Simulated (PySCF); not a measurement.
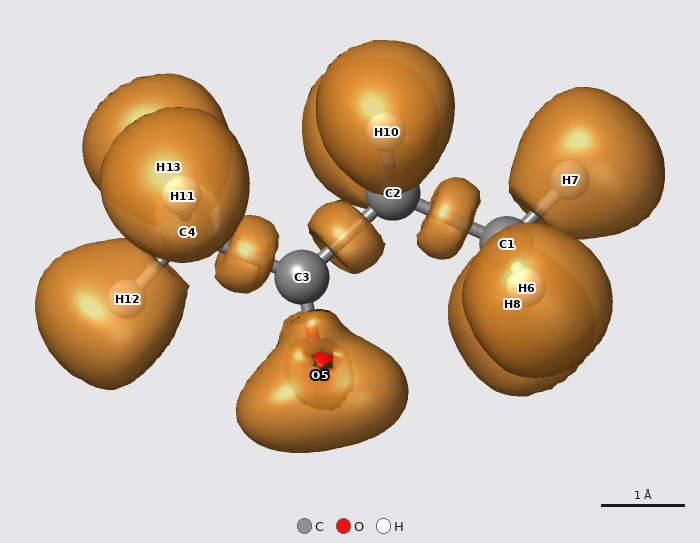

Figure. C4H8O. Isosurface of the ELF at 0.75 (orange), seen across its widest extent. Only the valence region is drawn (cores and ρ < 0.01 e/Å³ removed).

Geometry: PBE0-D3(BJ)/def2-SVP.

These are results of WP04/pcSseg-1, SCF density, in a chloroform solvent model, non-relativistic (PySCF 2.14.0), not measurements.

The calculation's input:

```
{"job": {"xc": "WP04", "basis": "pcSseg-1", "solvent": "chloroform", "kind": "nmr", "pop": true}, "charge": 0, "multiplicity": 1}
C     -1.832218     0.050148    -0.525331
C     -0.506698     0.514144     0.042409
C      0.543880    -0.576449     0.095952
C      1.930797    -0.154824     0.518667
O      0.286568    -1.720753    -0.192177
H     -1.714826    -0.301769    -1.560728
H     -2.573813     0.861973    -0.517874
H     -2.231084    -0.793387     0.055691
H     -0.623081     0.899562     1.072544
H     -0.089461     1.364063    -0.527122
H      2.393878     0.435265    -0.289637
H      2.547075    -1.042294     0.709639
H      1.902272     0.489617     1.410627
```

Launched as:

```sh
OMP_NUM_THREADS=1 python ens_run.py task.json out
```

Q: What do the ELF domains correspond to?

A: The ELF exceeds this value in three regions between bonded C–C atoms (shared pairs), eight regions around hydrogen nuclei and one region on O in which the atom's valence shell and bonds are merged.

Values along the shortest contacts:
C–O (1.21 Å): the ELF peaks at about 0.85 between the atoms; a short, multiple covalent bond. C–C (1.51 Å): the ELF peaks at about 0.95 between the atoms, as expected for a covalent bond.
